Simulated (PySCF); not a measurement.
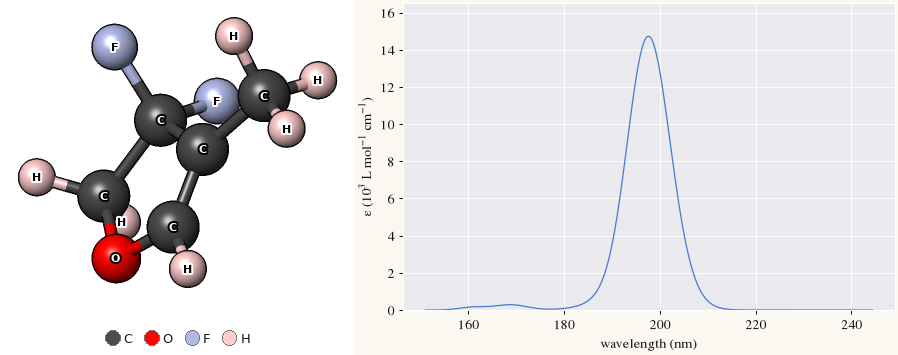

Computed absorption of C₅H₆F₂O, SMILES CC1=COCC1(F)F. Vertical TDDFT excitations, PBE0/def2-SVPD with PySCF, at a GFN2-xTB geometry (no frequency check), gas phase. Only the first 6 singlet excitations are included; each is broadened by a Gaussian of 1/e half-width 0.20 eV.

> Where is the lowest singlet, and is it bright?

S1 lies at 6.27 eV (198 nm) with f = 0.181, mainly HOMO → LUMO (95 %); it is bright.

> Does any vertical transition fall in the visible?

No singlet lies below 3.1 eV (beyond 400 nm), so at this level no vertical transition falls in the visible.

Caveats: states above the negative HOMO energy depend on the basis; the tight-binding geometry is rougher than a DFT one and adds to the error; core orbitals are frozen in the response.
